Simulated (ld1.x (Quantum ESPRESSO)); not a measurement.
**Ge: pseudopotential generation (part 2 of 2)**

The same run, continued: germanium (Ge, Z = 32), core [Ar] 3d10, reference valence 4s2 4p1.5 (an ion of charge +0.5), valence charge 4. Method: RRKJ potential, PBEsol, scalar-relativistic, made with ld1.x (Quantum ESPRESSO) 7.5.

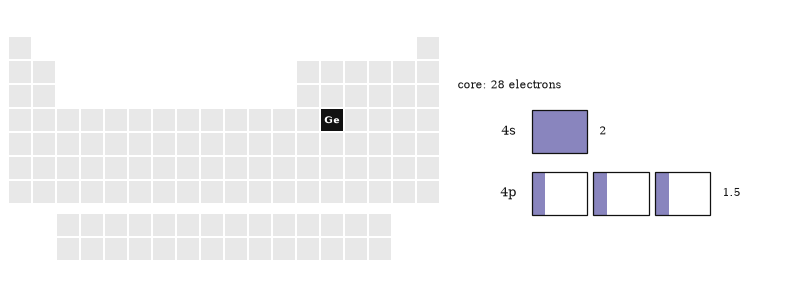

Left, the place of germanium in the periodic table; right, the valence shells of the reference configuration: a box for each of the 2l + 1 orbitals, shaded by the share of the shell that is filled, with the electron count at the right.

**Output of the test run (extracts), continued**
```
     ---------------------- Testing the pseudopotential ----------------------

     Ge
     scalar relativistic calculation

     atomic number is 32.00   valence charge is  4.00
     dft =PBESOL   lsd =0 sic =0 latt =0  beta=0.20 tr2=1.0E-14
     mesh =1207 r(mesh) = 100.41023 xmin = -7.00 dx = 0.01250

     n l     nl             e AE (Ry)        e PS (Ry)    De AE-PS (Ry)
     1 0     4S   1( 2.00)       -2.15220       -2.15329        0.00109
     2 1     4P   1( 0.00)       -1.45534       -1.45547        0.00013

     eps = 2.4E-12  iter =201

     Etot =   -4192.906700 Ry,   -2096.453350 Ha,  -57047.401848 eV
     Etotps =    -5.869415 Ry,      -2.934707 Ha,     -79.857457 eV
     dEtot_ae =       1.477093 Ry
     dEtot_ps =       1.477915 Ry,   Delta E=      -0.000822 Ry

     Ekin =       1.387682 Ry,       0.693841 Ha,      18.880381 eV
     Encl =      -8.114897 Ry,      -4.057448 Ha,    -110.408798 eV
     Ehrt =       1.855612 Ry,       0.927806 Ha,      25.246882 eV
     Ecxc =      -0.997812 Ry,      -0.498906 Ha,     -13.575922 eV

     ---------------------- End of pseudopotential test ----------------------

     ---------------------- Testing the pseudopotential ----------------------

     Ge
     scalar relativistic calculation

     atomic number is 32.00   valence charge is  4.00
     dft =PBESOL   lsd =0 sic =0 latt =0  beta=0.20 tr2=1.0E-14
     mesh =1207 r(mesh) = 100.41023 xmin = -7.00 dx = 0.01250

     n l     nl             e AE (Ry)        e PS (Ry)    De AE-PS (Ry)
     1 0     4S   1( 1.00)       -1.53371       -1.53219       -0.00152
     2 1     4P   1( 2.00)       -0.88531       -0.88562        0.00031

     eps = 1.0E-13  iter =201

     Etot =   -4193.400542 Ry,   -2096.700271 Ha,  -57054.120921 eV
     Etotps =    -6.364643 Ry,      -3.182322 Ha,     -86.595381 eV
     dEtot_ae =       0.983250 Ry
     dEtot_ps =       0.982686 Ry,   Delta E=       0.000563 Ry

     Ekin =       2.511590 Ry,       1.255795 Ha,      34.171919 eV
     Encl =     -10.986764 Ry,      -5.493382 Ha,    -149.482535 eV
     Ehrt =       3.479966 Ry,       1.739983 Ha,      47.347355 eV
     Ecxc =      -1.413877 Ry,      -0.706939 Ha,     -19.236781 eV
     Epseu=       0.044442 Ry,       0.022221 Ha,       0.604661 eV

     ---------------------- End of pseudopotential test ----------------------

     ---------------------- Testing the pseudopotential ----------------------

     Ge
     scalar relativistic calculation

     atomic number is 32.00   valence charge is  4.00
     dft =PBESOL   lsd =0 sic =0 latt =0  beta=0.20 tr2=1.0E-14
     mesh =1207 r(mesh) = 100.41023 xmin = -7.00 dx = 0.01250

     n l     nl             e AE (Ry)        e PS (Ry)    De AE-PS (Ry)
     1 0     4S   1( 0.00)       -0.99638       -0.99316       -0.00322
     2 1     4P   1( 4.00)       -0.38282       -0.38230       -0.00051

     eps = 2.2E-16  iter = 13

     Etot =   -4193.398370 Ry,   -2096.699185 Ha,  -57054.091362 eV
     Etotps =    -6.364673 Ry,      -3.182336 Ha,     -86.595785 eV
     dEtot_ae =       0.985422 Ry
     dEtot_ps =       0.982657 Ry,   Delta E=       0.002766 Ry

     Ekin =       3.282511 Ry,       1.641255 Ha,      44.660837 eV
     Encl =     -13.299188 Ry,      -6.649594 Ha,    -180.944666 eV
     Ehrt =       5.371615 Ry,       2.685807 Ha,      73.084544 eV
     Ecxc =      -1.798323 Ry,      -0.899162 Ha,     -24.467432 eV
     Epseu=       0.078712 Ry,       0.039356 Ha,       1.070932 eV

     ---------------------- End of pseudopotential test ----------------------

     ---------------------- Testing the pseudopotential ----------------------

     Ge
     scalar relativistic calculation

     atomic number is 32.00   valence charge is  4.00
     dft =PBESOL   lsd =0 sic =0 latt =0  beta=0.20 tr2=1.0E-14
     mesh =1207 r(mesh) = 100.41023 xmin = -7.00 dx = 0.01250

     n l     nl             e AE (Ry)        e PS (Ry)    De AE-PS (Ry)
     1 0     4S   1( 2.00)       -0.70991       -0.70957       -0.00035
     2 1     4P   1( 2.30)       -0.14877       -0.14862       -0.00016

     eps = 1.1E-11  iter =201

     Etot =   -4194.654849 Ry,   -2097.327425 Ha,  -57071.186637 eV
     Etotps =    -7.618320 Ry,      -3.809160 Ha,    -103.652518 eV
     dEtot_ae =      -0.271057 Ry
     dEtot_ps =      -0.270990 Ry,   Delta E=      -0.000067 Ry

     Ekin =       2.666813 Ry,       1.333406 Ha,      36.283833 eV
     Encl =     -14.752117 Ry,      -7.376059 Ha,    -200.712782 eV
     Ehrt =       6.466304 Ry,       3.233152 Ha,      87.978543 eV
     Ecxc =      -2.036977 Ry,      -1.018488 Ha,     -27.714483 eV
     Epseu=       0.037659 Ry,       0.018829 Ha,       0.512371 eV

     ---------------------- End of pseudopotential test ----------------------

     ---------------------- Testing the pseudopotential ----------------------

     Ge
     scalar relativistic calculation

     atomic number is 32.00   valence charge is  4.00
     dft =PBESOL   lsd =0 sic =0 latt =0  beta=0.20 tr2=1.0E-14
     mesh =1207 r(mesh) = 100.41023 xmin = -7.00 dx = 0.01250

     n l     nl             e AE (Ry)        e PS (Ry)    De AE-PS (Ry)
     1 0     4S   1( 1.00)       -2.96839       -2.95409       -0.01430  !
     2 1     4P   1( 0.00)       -2.20180       -2.19042       -0.01137  !

     eps = 1.3E-12  iter =201

     Etot =   -4190.349829 Ry,   -2095.174914 Ha,  -57012.613850 eV
     Etotps =    -3.316057 Ry,      -1.658028 Ha,     -45.117250 eV
     dEtot_ae =       4.033963 Ry
     dEtot_ps =       4.031273 Ry,   Delta E=       0.002691 Ry

     Ekin =       0.767546 Ry,       0.383773 Ha,      10.442995 eV
     Encl =      -4.142519 Ry,      -2.071260 Ha,     -56.361843 eV
     Ehrt =       0.485089 Ry,       0.242545 Ha,       6.599977 eV
     Ecxc =      -0.426173 Ry,      -0.213086 Ha,      -5.798378 eV

     ---------------------- End of pseudopotential test ----------------------
```

**Key numbers**

- outcome: generated, with a ghost state
- cutoffs needed: 30 Ry and 40 Ry (the cutoffs, on a coarse ladder, from which the occupation-weighted sum of valence levels, in a spherical-Bessel basis at the reference potential, stays within 10 and 1 mRy of its value at 400 Ry); ghost states and empty shells don't enter this sum
- ghost test: ghost state below the valence levels: d at -862.2 eV (spherical-Bessel basis up to 400 Ry, 20 bohr box)
- largest excitation error: +38 meV (all-electron minus pseudo) for 4s0 4p4, out of 7 test configurations
- range over which the phases arctan(r u′/u) at the test radius agree within 0.05 rad (a looser test near the poles than one of phase shifts): s: up to about 2.9 Ry; p: over the whole range computed; d: between about -2.0 and 1.3 Ry
- hardware: 1 CPU thread, shared host
- wall time: 7.1 s

**Remarks**

The potential has a bound ghost state, so it can't be used as it stands. Warnings of the program, in the generation or the tests: convergence not achieved.
